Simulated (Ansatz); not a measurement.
```
atom    x (Å)    y (Å)    z (Å)
   B   1.0951   0.1590   1.8920
   N   1.0092   1.2217   0.9754
   N   0.0905  -0.8547   2.0161
  Si  -1.3788  -1.0600   1.1047
   H   0.2318   1.3830   0.3490
   H   1.7218   1.9345   0.9275
   H   2.0704   0.1016   2.6108
   H   0.2943  -1.5706   2.7041
   H  -1.9095   0.2851   0.7230
   H  -2.3847  -1.7730   1.9482
   H  -1.1985  -1.8451  -0.1580
```

Geometry: PBE0-D3(BJ)/def2-SVP.

Computed with isolated molecule in a Gaussian basis; Kohn-Sham density functional theory, functional PBE0 (Ansatz).

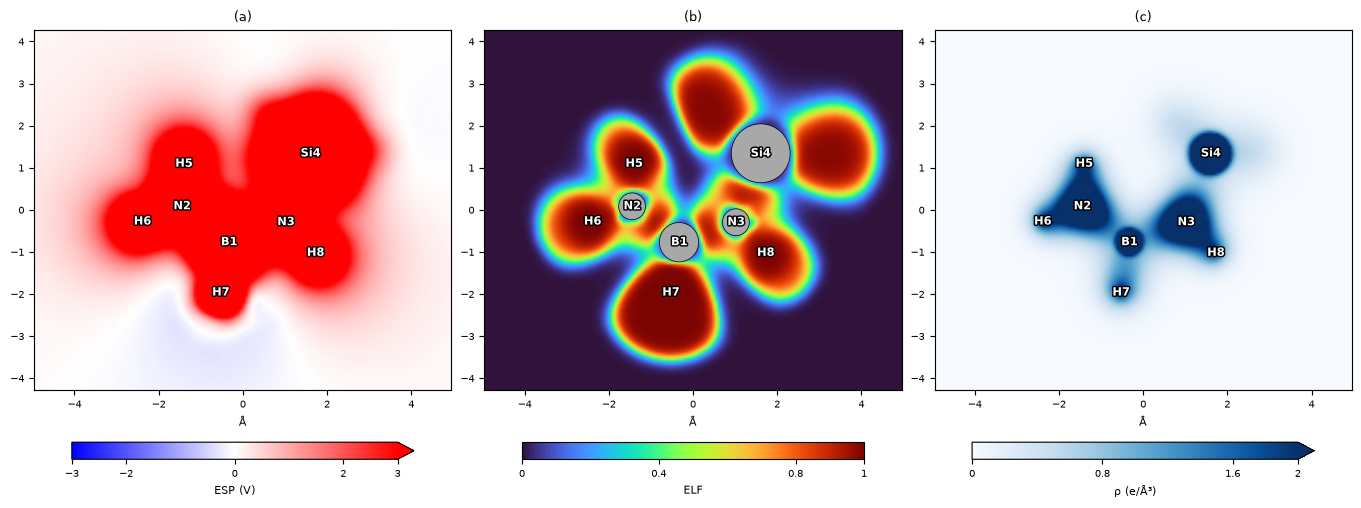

BH7N2Si (SMILES NBN[SiH3]). (a) molecular electrostatic potential; (b) electron localisation function; (c) electron density on the plane of atoms H5, N2 and H6. Grey discs cover the atomic cores in the ELF map.

**Read the bonding off the picture.**

- The plane passes through B, N, Si and H nuclei.
- B–N (1.41 Å): ρ at the midpoint is about 1.9 e/Å³; the ELF peaks at about 0.95 between the atoms, as expected for a polar covalent bond.
- Si–N (1.74 Å): ρ at the midpoint is about 1.1 e/Å³; the ELF peaks at about 0.90 between the atoms; a shared but strongly polarised pair.
- N–H (1.01 Å): the density is about 2.9 e/Å³ at the midpoint; the ELF climbs to about 1 towards the hydrogen, as it does in any bond to H; an ordinary covalent bond to hydrogen.
- B–H (1.21 Å): the density is about 1.2 e/Å³ at the midpoint; the ELF climbs to about 1 towards the hydrogen; a covalent bond by its length.
- Outside the dense part of the molecule the potential is most negative (−0.3 V) near H7.
